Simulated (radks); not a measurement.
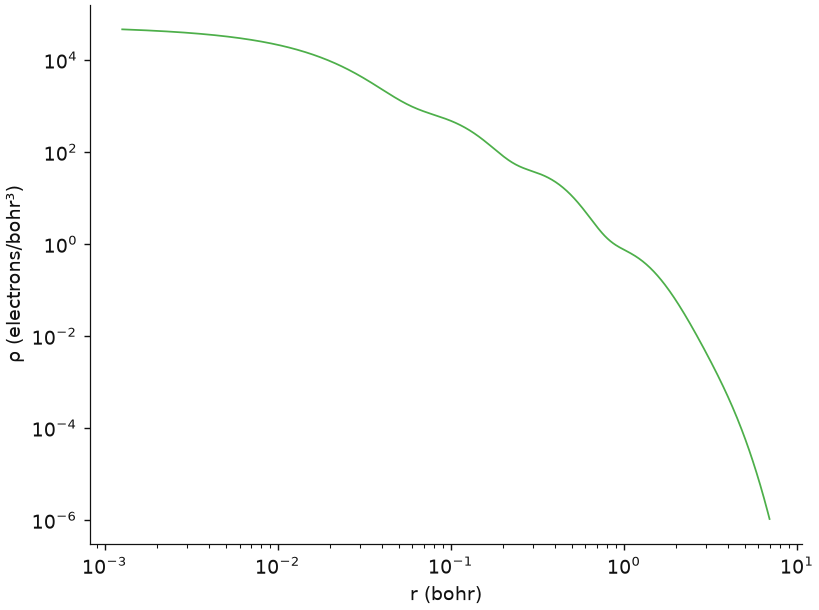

*The electron density ρ(r) on a logarithmic scale.*

The density falls from 46000 electrons/bohr³ at the inner end (r = 0.0013 bohr) to 0.001 at r = 3.64 bohr, a common measure of the size of an atom or ion. The highest occupied orbital, 4d5/2 (⟨r⟩ = 2.00 bohr, −17.4 eV), is also the most diffuse and sets the fall-off far out: over the last part drawn ln ρ falls by 2.1 per bohr, against 2√(−2ε) = 2.3 for the pure exponential. The steps in the slope mark the shells; the radial density has its minima at 0.054, 0.24 and 0.98 bohr.

## Zr²⁺: atomic calculation

System: the Zr²⁺ ion in the configuration [Kr] 4d2 (open shells shared over both j by 2j + 1). The speed of light is set to 205.554 atomic units.
Method: Dirac Kohn-Sham, PBE, spin-unpolarised, spherical densities, point nucleus (the in-house radial solver radks).

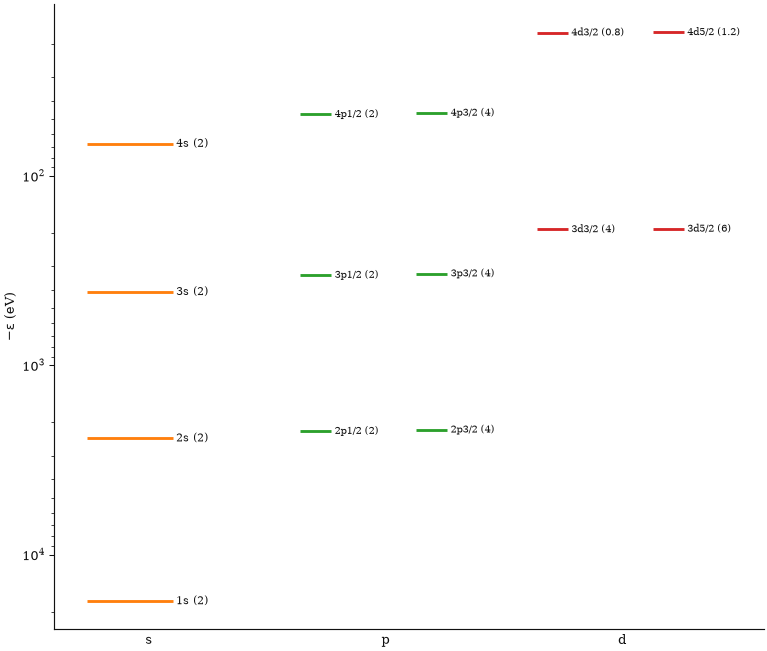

*All occupied levels, on a logarithmic scale of binding energy, are drawn by angular momentum (occupations in brackets, the lower j at the left of each column).*

The highest occupied level is 4d5/2 at −17.4 eV. The highest 4 occupied levels, from the top down, are 4d5/2 (−17.4 eV), 4d3/2 (−17.5 eV), 4p3/2 (−46.4 eV), 4p1/2 (−47.2 eV). Spin-orbit splittings: 4d 0.0701 eV, 4p 0.767 eV, 3d 1.11 eV, 3p 5.88 eV.

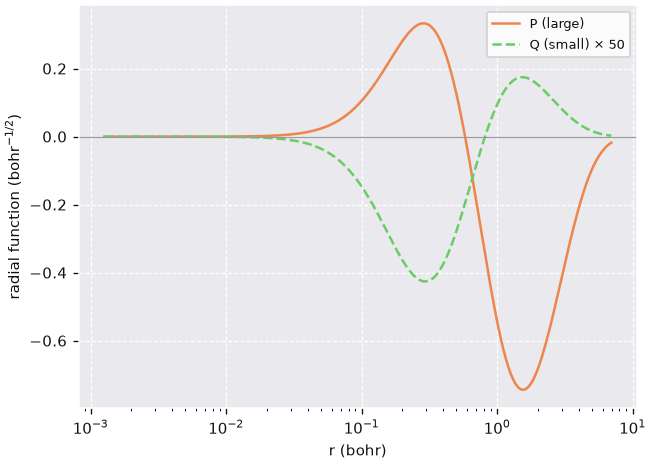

*The large and small radial components of one occupied spinor.*

It is 4d5/2. The spinor has κ = −3: the large component has l = 2 and 1 radial node (r = 0.580 bohr), the small one has l = 3. The small component carries 0.0041 % of the norm; ⟨r⟩ = 2.00 bohr and the eigenvalue is −17.4 eV. The nodes of P give n − l − 1 and its extent picks the shell; Q has as many nodes as P for κ < 0 and one more for κ > 0.

Input and output of the run follow.

### The input
```
Z 40
configuration [Kr] 4d2
relativity Dirac
functional pbe,pbe
spin unpolarised
j_filling average
nucleus point
c 205.554
```

Energies in input and log are in hartree, lengths in bohr.

### The program's output
```
1s1/2   1   2.0000        -647.05837392
2s1/2   1   2.0000         -89.32665468
2p1/2   1   2.0000         -81.86800939
2p3/2   1   4.0000         -80.50529789
3s1/2   1   2.0000         -15.05863481
3p1/2   1   2.0000         -12.26787081
3p3/2   1   4.0000         -12.05175176
3d3/2   1   4.0000          -7.03927784
3d5/2   1   6.0000          -6.99833630
4s1/2   1   2.0000          -2.48363476
4p1/2   1   2.0000          -1.73514932
4p3/2   1   4.0000          -1.70695304
4d3/2   1   0.8000          -0.64272895
4d5/2   1   1.2000          -0.64015214
Etot -3565.122056725212
Ekin 3615.0982982780924
Encl -8518.818617226441
Eh 1451.162351941284
Exc -112.56408971814761
err 4.572145439513906e-10
it 14
```

### Orbitals

```tsv
orbital	occupation	energy (eV)	⟨r⟩ (bohr)	outer maximum (bohr)
1s	2	−17607.4	0.03767	0.0247
2s	2	−2430.7	0.1651	0.139
2p1/2	2	−2227.7	0.1415	0.109
2p3/2	4	−2190.7	0.1434	0.111
3s	2	−409.766	0.4648	0.414
3p1/2	2	−333.826	0.4617	0.402
3p3/2	4	−327.945	0.4663	0.406
3d3/2	4	−191.549	0.4509	0.347
3d5/2	6	−190.434	0.4525	0.348
4s	2	−67.583	1.227	1.09
4p1/2	2	−47.216	1.360	1.18
4p3/2	4	−46.449	1.373	1.19
4d3/2	0.8	−17.490	1.991	1.55
4d5/2	1.2	−17.419	1.998	1.55
```

### Slater integrals of the outer shells (hartree)

| integral | value |
| --- | --- |
| F0(4d5/2,4d5/2) | 0.4544 |
| F2(4d5/2,4d5/2) | 0.2265 |
| F4(4d5/2,4d5/2) | 0.1469 |
| F0(4d5/2,4d3/2) | 0.4552 |
| F2(4d5/2,4d3/2) | 0.2269 |
| F4(4d5/2,4d3/2) | 0.1471 |
| G0(4d5/2,4d3/2) | 0.4551 |
| G2(4d5/2,4d3/2) | 0.2269 |
| G4(4d5/2,4d3/2) | 0.1471 |
| F0(4d5/2,4p3/2) | 0.5287 |
| F2(4d5/2,4p3/2) | 0.2507 |
| G1(4d5/2,4p3/2) | 0.3061 |
| G3(4d5/2,4p3/2) | 0.1855 |
| F0(4d5/2,4p1/2) | 0.5303 |
| F2(4d5/2,4p1/2) | 0.2503 |
| G1(4d5/2,4p1/2) | 0.3043 |
| G3(4d5/2,4p1/2) | 0.1843 |
| F0(4d3/2,4d3/2) | 0.4559 |
| F2(4d3/2,4d3/2) | 0.2273 |
| F4(4d3/2,4d3/2) | 0.1474 |

### Key numbers

- outcome: converged
- total energy: −3565.1221 hartree
- kinetic energy: 3615.0983 hartree
- electron–nucleus energy: −8518.8186 hartree
- Hartree energy: 1451.1624 hartree
- exchange–correlation energy: −112.564090 hartree
- radius at density 0.001 e/bohr³: 3.64 bohr
- SCF iterations: 14
- hardware: 1 CPU thread, shared host

### Remarks

The speed of light is 1.5 times its true value, so the relativistic shifts and splittings are not those of the real element.
